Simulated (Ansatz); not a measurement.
**CsLiBr2 (P4/nmm): the host for defect calculations**

Aim: the runs on the perfect crystal CsLiBr2 (P4/nmm) that a defect calculation needs first.

Method: plane-wave PAW DFT, PBEsol; relaxation of the defect-free supercell from random displacements, a test of the host's stability, in Ansatz 0.2.0.

**1. Set-up**

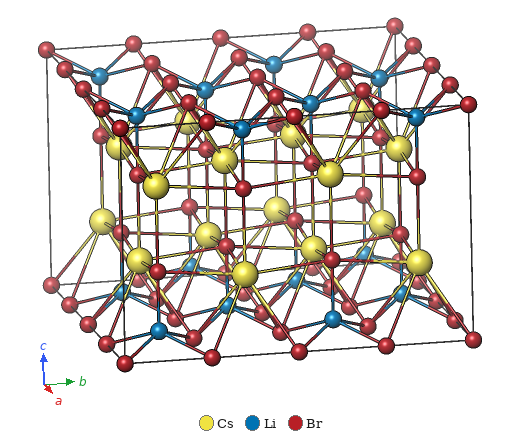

The starting structure, seen slightly off an axis (caesium yellow, lithium blue, bromine red). Some periodic images of atoms are drawn too.

The cell holds 64 atoms: 16 Cs, 16 Li and 32 Br. Its edges and angles: a = 14.446 Å, b = 14.446 Å, c = 9.811 Å, α = 90.0°, β = 90.0°, γ = 90.0°.

**2. Defect free supercell relaxed from displaced atoms**

The input displaces the atoms at random before the relaxation, so that it can leave a symmetric saddle if there is one.

pristine.rattled/input.yaml

```yaml
crystal:
  lattice:
    - [10.2148707655, 10.2148707655, 0.0]
    - [-10.2148707655, 10.2148707655, 0.0]
    - [0.0, 0.0, 9.8110819749]
  atoms:
    - { symbol: Cs, position: [0.125, 0.125, 0.2995137008] }
    - { symbol: Cs, position: [0.375, 0.375, 0.2995137008] }
    - { symbol: Cs, position: [0.125, 0.375, 0.7004862992] }
    - { symbol: Cs, position: [0.375, 0.125, 0.7004862992] }
    - { symbol: Li, position: [0.125, 0.375, 0.083885392] }
    - { symbol: Li, position: [0.375, 0.125, 0.083885392] }
    - { symbol: Li, position: [0.125, 0.125, 0.916114608] }
    - { symbol: Li, position: [0.375, 0.375, 0.916114608] }
    - { symbol: Br, position: [0.125, 0.125, 0.6638343086] }
    - { symbol: Br, position: [0.375, 0.375, 0.6638343086] }
    - { symbol: Br, position: [0.125, 0.375, 0.3361656914] }
    - { symbol: Br, position: [0.375, 0.125, 0.3361656914] }
    - { symbol: Br, position: [0.0, 0.0, 0.0] }
    - { symbol: Br, position: [0.25, 0.25, 0.0] }
    - { symbol: Br, position: [0.0, 0.25, 0.0] }
    - { symbol: Br, position: [0.25, 0.0, 0.0] }
    - { symbol: Cs, position: [0.125, 0.625, 0.2995137008] }
    - { symbol: Cs, position: [0.375, 0.875, 0.2995137008] }
    - { symbol: Cs, position: [0.125, 0.875, 0.7004862992] }
    - { symbol: Cs, position: [0.375, 0.625, 0.7004862992] }
    - { symbol: Li, position: [0.125, 0.875, 0.083885392] }
    - { symbol: Li, position: [0.375, 0.625, 0.083885392] }
    - { symbol: Li, position: [0.125, 0.625, 0.916114608] }
    - { symbol: Li, position: [0.375, 0.875, 0.916114608] }
    - { symbol: Br, position: [0.125, 0.625, 0.6638343086] }
    - { symbol: Br, position: [0.375, 0.875, 0.6638343086] }
    - { symbol: Br, position: [0.125, 0.875, 0.3361656914] }
    - { symbol: Br, position: [0.375, 0.625, 0.3361656914] }
    - { symbol: Br, position: [0.0, 0.5, 0.0] }
    - { symbol: Br, position: [0.25, 0.75, 0.0] }
    - { symbol: Br, position: [0.0, 0.75, 0.0] }
    - { symbol: Br, position: [0.25, 0.5, 0.0] }
    - { symbol: Cs, position: [0.625, 0.125, 0.2995137008] }
    - { symbol: Cs, position: [0.875, 0.375, 0.2995137008] }
    - { symbol: Cs, position: [0.625, 0.375, 0.7004862992] }
    - { symbol: Cs, position: [0.875, 0.125, 0.7004862992] }
    - { symbol: Li, position: [0.625, 0.375, 0.083885392] }
    - { symbol: Li, position: [0.875, 0.125, 0.083885392] }
    - { symbol: Li, position: [0.625, 0.125, 0.916114608] }
    - { symbol: Li, position: [0.875, 0.375, 0.916114608] }
    - { symbol: Br, position: [0.625, 0.125, 0.6638343086] }
    - { symbol: Br, position: [0.875, 0.375, 0.6638343086] }
    - { symbol: Br, position: [0.625, 0.375, 0.3361656914] }
    - { symbol: Br, position: [0.875, 0.125, 0.3361656914] }
    - { symbol: Br, position: [0.5, 0.0, 0.0] }
    - { symbol: Br, position: [0.75, 0.25, 0.0] }
    - { symbol: Br, position: [0.5, 0.25, 0.0] }
    - { symbol: Br, position: [0.75, 0.0, 0.0] }
    - { symbol: Cs, position: [0.625, 0.625, 0.2995137008] }
    - { symbol: Cs, position: [0.875, 0.875, 0.2995137008] }
    - { symbol: Cs, position: [0.625, 0.875, 0.7004862992] }
    - { symbol: Cs, position: [0.875, 0.625, 0.7004862992] }
    - { symbol: Li, position: [0.625, 0.875, 0.083885392] }
    - { symbol: Li, position: [0.875, 0.625, 0.083885392] }
    - { symbol: Li, position: [0.625, 0.625, 0.916114608] }
    - { symbol: Li, position: [0.875, 0.875, 0.916114608] }
    - { symbol: Br, position: [0.625, 0.625, 0.6638343086] }
    - { symbol: Br, position: [0.875, 0.875, 0.6638343086] }
    - { symbol: Br, position: [0.625, 0.875, 0.3361656914] }
    - { symbol: Br, position: [0.875, 0.625, 0.3361656914] }
    - { symbol: Br, position: [0.5, 0.5, 0.0] }
    - { symbol: Br, position: [0.75, 0.75, 0.0] }
    - { symbol: Br, position: [0.5, 0.75, 0.0] }
    - { symbol: Br, position: [0.75, 0.5, 0.0] }
basis:
  ecutwfc: 420
  xc_grid: 2
hamiltonian:
  xc: pbesol
kpoints:
  mp_grid: { grid: [1, 1, 1], shift: [0.25, 0.25, 0.25] }
scf:
  occupations: { method: fermi_dirac, width: 0.01 }
  max_iter: 80
output:
  forces: true
relax:
  f_tol: 0.01
  max_steps: 120
  random_displacement: { amplitude: 0.08, seed: 9089 }
checkpoint:
  write: "../pristine.rattled.run"
  compress: false
  write_wavefunctions: false
  write_every: 100000
```

Started as:

```sh
> ansatz run input.yaml --threads 4 --pin off --max-ram 7536MiB --backend cpu --events-out ev --progress --plain --runs-dir out
```

Numbers of over 12 decimals in the logs are rounded to 6 here.

The log of the run:

```text
[... repeated set-up lines and file paths are left out, and long positions are rounded to six places ...]
Engine: ansatz 0.2.0, aarch64-unknown-linux-gnu
Pseudopotentials: kind: paw
Pseudopotential: Cs, paw, valence charge 9, recommended cutoff 420 eV (normal), Cs.paw.azcp
Pseudopotential: Li, paw, valence charge 3, recommended cutoff 420 eV (normal), Li.paw.azcp
Pseudopotential: Br, paw, valence charge 7, recommended cutoff 420 eV (normal), Br.paw.azcp
Functional definition: PBEsol
  exchange = pbesol_x
  correlation = pbesol_c
Crystal: 64 atoms, lattice volume = 2047.447 Å³
Basis set: ecut = 420 eV, 39949 PW (Γ), exchange–correlation on 200×200×144 points (8 copies of the dense FFT grid, shifted against one another)
Bands: 272, of which v1, the nominal top of the filled ones, is band 208 counted from 1 (207 counted from 0)
Symmetry: 1 space group operations
k-points: 1
Non-local potential: Cs, projectors of the file, l = 0: 3, l = 1: 2, l = 2: 2, l = 3: 2
Non-local potential: Li, projectors of the file, l = 0: 3, l = 1: 2, l = 2: 1
Non-local potential: Br, projectors of the file, l = 0: 2, l = 1: 2, l = 2: 2
PAW form: soft (Blöchl's): semilocal exchange-correlation on the pseudo side does not see the compensation charge
PAW frozen core: Cs, regenerated for the run's functional, and the local potential with it (the file was generated under x = pbe(κ = 0.804, μ = 0.219515), c = pbe(β = 0.066725))
PAW frozen core: Br, regenerated for the run's functional, and the local potential with it (the file was generated under x = pbe(κ = 0.804, μ = 0.219515), c = pbe(β = 0.066725))
PAW one-centre angular grid: Cs, 194 points (default); XC on 64 Gauss nodes
PAW one-centre angular grid: Li, 110 points (default); XC on 64 Gauss nodes
PAW one-centre angular grid: Br, 110 points (default); XC on 64 Gauss nodes
Initial density: superposition of atomic densities (neutral atoms: chi_scale 0, normalization atom), corrected by the library's trained network
Initial wavefunctions: pseudopotential atomic-orbital guess
Functional: x = pbesol(κ = 0.804, μ = 0.123457), c = pbesol(β = 0.046)
SCF iter   1: F=—  HF=-180295.096735 eV  |F-HF|=—  |Δ(HF+E_count)|=         —  Δρ=1.73e-3  dr2=8.84e-2  ethr=1.77e-3  ⟨swp⟩=9.0  Hψ=1309  notcnv=0  defer=46
preconditioner: auto → Resta (q_TF=auto, 2.092 Å⁻¹)  ε∞=2.9  [insulator: Δε(μ)=4.761 eV  Ē_g=11.074 eV  σ=0.010 eV  W_gap=1.00  n_scr=314 (ndim 8)  ℏωp=15.4 eV  f_vac=0.042  D(μ)=0.00/eV (n_scr^D=0)  ε∞_Penn≈2.9]
SCF iter   2: F=—  HF=-180295.042434 eV  |F-HF|=—  |Δ(HF+E_count)|=   5.43e-2  Δρ=9.38e-4  dr2=2.21e-2  ethr=2.12e-5  ⟨swp⟩=3.0  Hψ=518  notcnv=0  defer=57
SCF iter   3: F=—  HF=-180295.041887 eV  |F-HF|=—  |Δ(HF+E_count)|=   5.47e-4  Δρ=1.80e-4  dr2=8.68e-4  ethr=5.31e-6  ⟨swp⟩=2.0  Hψ=430  notcnv=0  defer=57
SCF iter   4: F=—  HF=-180295.041120 eV  |F-HF|=—  |Δ(HF+E_count)|=   7.67e-4  Δρ=5.43e-5  dr2=1.04e-4  ethr=2.09e-7  ⟨swp⟩=2.0  Hψ=386  notcnv=0  defer=57
SCF iter   5: F=—  HF=-180295.041210 eV  |F-HF|=—  |Δ(HF+E_count)|=   9.01e-5  Δρ=1.26e-5  dr2=5.20e-6  ethr=2.49e-8  ⟨swp⟩=2.0  Hψ=400  notcnv=0  defer=57
SCF iter   6: F=-180295.041221 eV  HF=-180295.041220 eV  |F-HF|=9.87e-7  |Δ(HF+E_count)|=   9.96e-6  Δρ=3.85e-6  dr2=4.89e-7  ethr=6.01e-10  ⟨swp⟩=4.0  Hψ=851  notcnv=0
SCF 1 converged in 6 iterations: F = -180295.041221 eV  dr2 = 4.89e-7
  greatest PAW one-centre occupation: 1.000 electrons in one spin orbital (limit 2), on the Li atom at site 38 (counted from 0), in its partial waves of l = 0
relax step   1: F+E_penalty+E_count = -180295.04122062 eV  Δ(F+E_penalty+E_count) = +0.000e0 eV  max|allowed force component| = 3.303e-1 eV/Å  Δτ_max = 0.0000 Å  (6 SCF iters, dr2 threshold 2.50e-6 eV, accepted)
[... the SCF cycles and remarks between the steps are left out from here to the last step ...]
relax step   2: F+E_penalty+E_count = -180295.28865834 eV  Δ(F+E_penalty+E_count) = -2.474e-1 eV  max|allowed force component| = 3.303e-1 eV/Å  Δτ_max = 0.1658 Å  (5 SCF iters, dr2 threshold 6.82e-6 eV, accepted)
relax step   3: F+E_penalty+E_count = -180295.43125602 eV  Δ(F+E_penalty+E_count) = -1.426e-1 eV  max|allowed force component| = 1.025e-2 eV/Å  Δτ_max = 0.1038 Å  (5 SCF iters, dr2 threshold 6.82e-6 eV, accepted)
relax step   4: F+E_penalty+E_count = -180295.43125723 eV  Δ(F+E_penalty+E_count) = -1.211e-6 eV  max|allowed force component| = 1.028e-2 eV/Å  Δτ_max = 0.0000 Å  (3 SCF iters, accepted)
SCF iter   1: F=—  HF=-180295.433701 eV  |F-HF|=—  |Δ(HF+E_count)|=         —  Δρ=2.34e-4  dr2=1.92e-3  ethr=5.02e-6  ⟨swp⟩=4.0  Hψ=516  notcnv=0  defer=57
SCF iter   2: F=—  HF=-180295.433297 eV  |F-HF|=—  |Δ(HF+E_count)|=   4.04e-4  Δρ=1.08e-4  dr2=3.11e-4  ethr=4.62e-7  ⟨swp⟩=2.0  Hψ=407  notcnv=0  defer=57
SCF iter   3: F=—  HF=-180295.433231 eV  |F-HF|=—  |Δ(HF+E_count)|=   6.61e-5  Δρ=2.40e-5  dr2=1.26e-5  ethr=7.48e-8  ⟨swp⟩=2.0  Hψ=359  notcnv=0  defer=57
SCF iter   4: F=—  HF=-180295.432318 eV  |F-HF|=—  |Δ(HF+E_count)|=   9.12e-4  Δρ=4.89e-6  dr2=1.11e-6  ethr=3.03e-9  ⟨swp⟩=2.0  Hψ=423  notcnv=0  defer=57
SCF iter   5: F=-180295.432318 eV  HF=-180295.432318 eV  |F-HF|=6.42e-8  |Δ(HF+E_count)|=   1.40e-8  Δρ=1.78e-6  dr2=7.33e-8  ethr=2.40e-11  ⟨swp⟩=4.0  Hψ=884  notcnv=0
SCF 5 converged in 5 iterations: F = -180295.432318 eV  dr2 = 7.33e-8
relax step   5: F+E_penalty+E_count = -180295.43231829 eV  Δ(F+E_penalty+E_count) = -1.061e-3 eV  max|allowed force component| = 1.507e-3 eV/Å  Δτ_max = 0.0128 Å  (5 SCF iters, accepted)
SCF converged after 5 iterations
Free energy (F): -180295.432318 eV
Harris-Foulkes:  -180295.432318 eV  (|F-HF|=6.42e-8)
Internal energy: -180295.432318 eV  (E = F + TS)
E sigma→0 (E₀):  -180295.432318 eV
Fermi energy:    4.561194 eV
--- Per-component energies (eV) ---
  E_band       = -2762.622817
  E_kinetic    = 6926.759287
  E_local      = -13550.990479  (includes V_loc(G=0)·N_el)
  E_nonlocal   = 2228.090143
  E_hartree    = 4071.409170
  E_xc         = -11333.367325
  E_vxc        = -5601.878358  (∫ρ·V_xc dr)
  E_paw        = -150539.702250  (= ΣΔE_a)
  E_vpaw       = -907.422357  (= ΣTr[D̂ρ^β])
  E_aug_tail   = 0.000193  (compensation charges beyond the density's cutoff)
  E_ewald      = -18102.890268
  E_core_change = 5.259212  (= ΣΔE_core)
  E_smearing   = -0.000000  (= −TS)
  E_closure    = -0.000000  (closes the sum)
  Σ components = -180295.432318   (vs F -180295.432318, Δ=0.00e0)
--- Forces (eV/Å), atoms counted from 1 ---
  atom   1  Cs     0.00078647    -0.00001420    -0.00033537
  atom   2  Cs    -0.00026345    -0.00008938     0.00027729
  atom   3  Cs     0.00027059    -0.00073787    -0.00004978
  atom   4  Cs     0.00017080    -0.00002284     0.00036805
  atom   5  Li    -0.00060471    -0.00067531    -0.00034403
  atom   6  Li    -0.00049560     0.00036763     0.00010943
  atom   7  Li     0.00069232    -0.00001074    -0.00002918
  atom   8  Li    -0.00009024     0.00045102     0.00046585
  atom   9  Br     0.00096559     0.00004931    -0.00006876
  atom  10  Br     0.00032751    -0.00015033     0.00008731
  atom  11  Br     0.00081565    -0.00010278    -0.00005654
  atom  12  Br     0.00030357     0.00047362     0.00028631
  atom  13  Br    -0.00019331    -0.00008325    -0.00001400
  atom  14  Br     0.00028615    -0.00029284     0.00003776
  atom  15  Br    -0.00026496     0.00085001    -0.00085455
  atom  16  Br     0.00022232    -0.00082508     0.00064722
  atom  17  Cs    -0.00028076    -0.00042399    -0.00029982
  atom  18  Cs     0.00058760     0.00056529     0.00021422
  atom  19  Cs     0.00060231    -0.00047261     0.00057803
  atom  20  Cs     0.00019358    -0.00060714     0.00063359
  atom  21  Li    -0.00014403     0.00010075     0.00016225
  atom  22  Li    -0.00045217     0.00006457    -0.00000402
  atom  23  Li     0.00006853    -0.00050746     0.00052512
  atom  24  Li     0.00067924     0.00083410     0.00060916
  atom  25  Br     0.00055071     0.00008818    -0.00014507
  atom  26  Br    -0.00002340     0.00021547    -0.00004072
  atom  27  Br     0.00059945     0.00044058     0.00057324
  atom  28  Br    -0.00001142     0.00009672     0.00052387
  atom  29  Br    -0.00034243     0.00060097     0.00063362
  atom  30  Br    -0.00020673    -0.00009627    -0.00002921
  atom  31  Br    -0.00010513     0.00040845    -0.00118746
  atom  32  Br     0.00056118    -0.00055736    -0.00005430
  atom  33  Cs    -0.00100695     0.00058596     0.00052595
  atom  34  Cs     0.00016415    -0.00031580    -0.00150710
  atom  35  Cs     0.00041725     0.00020844    -0.00032350
  atom  36  Cs    -0.00002260     0.00043540     0.00002170
  atom  37  Li     0.00022321    -0.00014600     0.00030475
  atom  38  Li    -0.00030289     0.00028285    -0.00010401
  atom  39  Li    -0.00039938    -0.00009121     0.00028248
  atom  40  Li     0.00050213    -0.00038440    -0.00078511
  atom  41  Br     0.00033884    -0.00057032     0.00017755
  atom  42  Br    -0.00082188     0.00031523    -0.00040379
  atom  43  Br    -0.00036785    -0.00052674    -0.00015590
  atom  44  Br    -0.00017753     0.00053647    -0.00019467
  atom  45  Br    -0.00103278     0.00004775     0.00017319
  atom  46  Br     0.00043400     0.00006944    -0.00017603
  atom  47  Br     0.00002326     0.00063814     0.00001614
  atom  48  Br     0.00006248    -0.00048474    -0.00002995
  atom  49  Cs     0.00045788     0.00009082    -0.00000597
  atom  50  Cs    -0.00070967    -0.00000847    -0.00054912
  atom  51  Cs     0.00073617     0.00049780     0.00013315
  atom  52  Cs     0.00027605     0.00016284     0.00021625
  atom  53  Li     0.00001024     0.00035988    -0.00031971
  atom  54  Li    -0.00021875    -0.00030743    -0.00043891
  atom  55  Li     0.00075922    -0.00099839     0.00015816
  atom  56  Li    -0.00030533    -0.00015764     0.00010557
  atom  57  Br    -0.00110933    -0.00035727    -0.00020996
  atom  58  Br     0.00010986     0.00018715    -0.00028647
  atom  59  Br    -0.00050722     0.00013060    -0.00018651
  atom  60  Br    -0.00028040    -0.00002881    -0.00009047
  atom  61  Br    -0.00096539     0.00035857     0.00025496
  atom  62  Br    -0.00041521    -0.00062272    -0.00029624
  atom  63  Br    -0.00068094     0.00048267     0.00052889
  atom  64  Br    -0.00029817    -0.00038467    -0.00006527
  max |Σ_I F_I| component: 9.77e-5 eV/Å
--- Relaxed structure (5 steps of the walk, 5 accepted, 0 SCFs on fresh bases) ---
  F+E_penalty+E_count = -180295.43231829 eV   max|allowed force component| = 1.507e-3 eV/Å
  atoms:
    - { symbol: Cs, position: [0.125044, 0.124556, 0.299516] }
    - { symbol: Cs, position: [0.375275, 0.374318, 0.299357] }
    - { symbol: Cs, position: [0.125188, 0.374559, 0.700335] }
    - { symbol: Cs, position: [0.375017, 0.124358, 0.700083] }
    - { symbol: Li, position: [0.125292, 0.374503, 0.083872] }
    - { symbol: Li, position: [0.375119, 0.124300, 0.083630] }
    - { symbol: Li, position: [0.124986, 0.124518, 0.915967] }
    - { symbol: Li, position: [0.375164, 0.374296, 0.915827] }
    - { symbol: Br, position: [0.124924, 0.124600, 0.663684] }
    - { symbol: Br, position: [0.375155, 0.374356, 0.663552] }
    - { symbol: Br, position: [0.125278, 0.374603, 0.336148] }
    - { symbol: Br, position: [0.375049, 0.124317, 0.335912] }
    - { symbol: Br, position: [0.000106, -0.000676, -0.000214] }
    - { symbol: Br, position: [0.250075, 0.249530, -0.000180] }
    - { symbol: Br, position: [8.336800816770296e-5, 0.249328, 0.000453] }
    - { symbol: Br, position: [0.250121, -0.000448, -0.000528] }
    - { symbol: Cs, position: [0.125368, 0.624514, 0.299487] }
    - { symbol: Cs, position: [0.375129, 0.874339, 0.299267] }
    - { symbol: Cs, position: [0.125091, 0.874564, 0.700132] }
    - { symbol: Cs, position: [0.375303, 0.624367, 0.700053] }
    - { symbol: Li, position: [0.125206, 0.874490, 0.083690] }
    - { symbol: Li, position: [0.375376, 0.624309, 0.083617] }
    - { symbol: Li, position: [0.125283, 0.624489, 0.915918] }
    - { symbol: Li, position: [0.375058, 0.874316, 0.915729] }
    - { symbol: Br, position: [0.125241, 0.624564, 0.663654] }
    - { symbol: Br, position: [0.375069, 0.874327, 0.663462] }
    - { symbol: Br, position: [0.125181, 0.874570, 0.335969] }
    - { symbol: Br, position: [0.375375, 0.624352, 0.335894] }
    - { symbol: Br, position: [0.000328, 0.499313, -0.000321] }
    - { symbol: Br, position: [0.250260, 0.749514, -5.6711474260228264e-5] }
    - { symbol: Br, position: [0.000270, 0.749332, 0.000109] }
    - { symbol: Br, position: [0.250335, 0.499551, -0.000241] }
    - { symbol: Cs, position: [0.625104, 0.124117, 0.299393] }
    - { symbol: Cs, position: [0.875248, 0.374250, 0.299820] }
    - { symbol: Cs, position: [0.625163, 0.374195, 0.700317] }
    - { symbol: Cs, position: [0.875000, 0.124208, 0.700389] }
    - { symbol: Li, position: [0.625250, 0.374203, 0.083809] }
    - { symbol: Li, position: [0.875098, 0.124243, 0.083927] }
    - { symbol: Li, position: [0.625075, 0.124154, 0.915892] }
    - { symbol: Li, position: [0.875174, 0.374255, 0.916220] }
    - { symbol: Br, position: [0.625027, 0.124202, 0.663609] }
    - { symbol: Br, position: [0.875195, 0.374146, 0.663923] }
    - { symbol: Br, position: [0.625264, 0.374174, 0.336102] }
    - { symbol: Br, position: [0.875056, 0.124180, 0.336210] }
    - { symbol: Br, position: [0.500119, -0.000900, -0.000123] }
    - { symbol: Br, position: [0.750061, 0.249198, -0.000136] }
    - { symbol: Br, position: [0.500080, 0.249146, -0.000234] }
    - { symbol: Br, position: [0.750126, -0.000770, -0.000107] }
    - { symbol: Cs, position: [0.625326, 0.624185, 0.299460] }
    - { symbol: Cs, position: [0.875204, 0.874202, 0.299607] }
    - { symbol: Cs, position: [0.625068, 0.874203, 0.700203] }
    - { symbol: Cs, position: [0.875268, 0.624216, 0.700368] }
    - { symbol: Li, position: [0.625192, 0.874159, 0.083760] }
    - { symbol: Li, position: [0.875375, 0.624248, 0.083936] }
    - { symbol: Li, position: [0.625317, 0.624236, 0.915931] }
    - { symbol: Li, position: [0.875169, 0.874221, 0.916042] }
    - { symbol: Br, position: [0.625375, 0.624139, 0.663654] }
    - { symbol: Br, position: [0.875083, 0.874186, 0.663768] }
    - { symbol: Br, position: [0.625159, 0.874134, 0.336039] }
    - { symbol: Br, position: [0.875384, 0.624227, 0.336207] }
    - { symbol: Br, position: [0.500337, 0.499110, -0.000219] }
    - { symbol: Br, position: [0.750280, 0.749204, 3.4091741212315086e-5] }
    - { symbol: Br, position: [0.500265, 0.749149, -0.000558] }
    - { symbol: Br, position: [0.750343, 0.499245, 0.000123] }
```

It took 2.7 min on 4 threads of Arm Neoverse N1, shared host; peak memory 2.9 GiB.

Relaxation path:

```tsv
step	energy less that of the first step (eV)	largest force component (eV/Å)
1	0.0000	0.3303
2	-0.2474	0.3303
3	-0.3900	0.0102
4	-0.3900	0.0103
5	-0.3911	0.0015
```

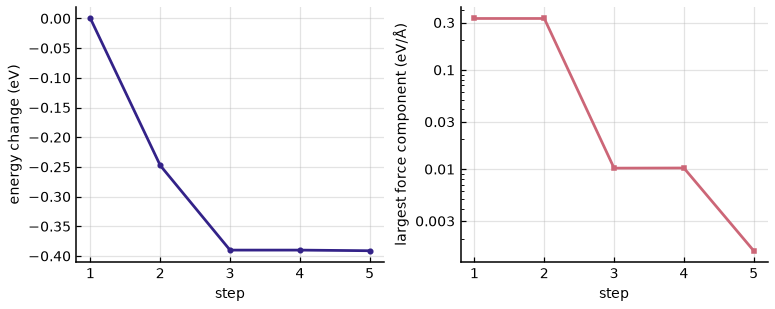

Energy and largest force along the relaxation.

The relaxation ends 6.1 meV an atom lower than the displaced start, with a largest force component of 0.0015 eV/Å.

**3. Results**

| Property | Result |
| --- | --- |
| symmetric supercell less the displaced and relaxed one | 0.000 eV |

The energy fell by 0.391 eV from the randomly displaced start; against the sites as typed, Br15 ends farthest off, by 0.01 Å, once the mean shift is taken out. The displaced cell ends within 0.01 eV of the symmetric one, so no lower structure shows in this supercell. All at zero temperature.

[Logs are printed without paths, hosts, clocks, repeated set-up lines and the standing remarks that a program may print on its own settings, such as how far it seeks lower states.]

[Hosts, paths, dates, database ids (printed as entryN), source tags and the programs' standing remarks are cut or masked in the printed files.]

[Runs of the host that timed out are not shown.]

[For some hosts the program warned that the k-mesh of the response run may be too coarse for force constants and the static dielectric constant; such warnings are not always shown.]
